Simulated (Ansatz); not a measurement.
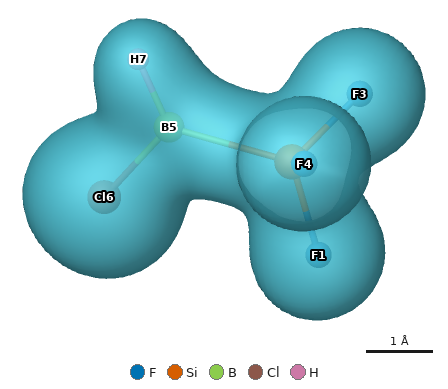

Figure. BClF3HSi (SMILES F[Si](F)(F)BCl). Isosurface of the total electron density at 0.2 e/Å³ (cyan), seen at a tilt.

Geometry: PBE0-D4/def2-TZVP.

These are results of Ansatz 0.2.0, RKS PBE0-D4/def2-TZVPP, not measurements.

```xyz
7

F     0.1620   -1.0805    1.6858
Si    0.0776   -0.8248    0.1306
F    -1.1614   -1.6438   -0.4114
F     1.3782   -1.4484   -0.5168
B    -0.0924    1.1193   -0.3491
Cl   -0.1369    2.3174    0.8935
H    -0.1660    1.4928   -1.4783
```

**Which contacts does the surface bridge?**

At this value the surface is in one piece. It bridges the sampled Si–F (1.58 Å), B–Cl (1.73 Å), Si–B (2.01 Å) and B–H (1.19 Å) contacts, where the density stays above the isovalue. On the grid the lowest density along these lines, outside the cores, is 1.1 e/Å³ (Si–F, 1.58 Å), 1 e/Å³ (B–Cl, 1.73 Å), 0.8 e/Å³ (Si–B, 2.01 Å) and 1.3 e/Å³ (B–H, 1.19 Å).
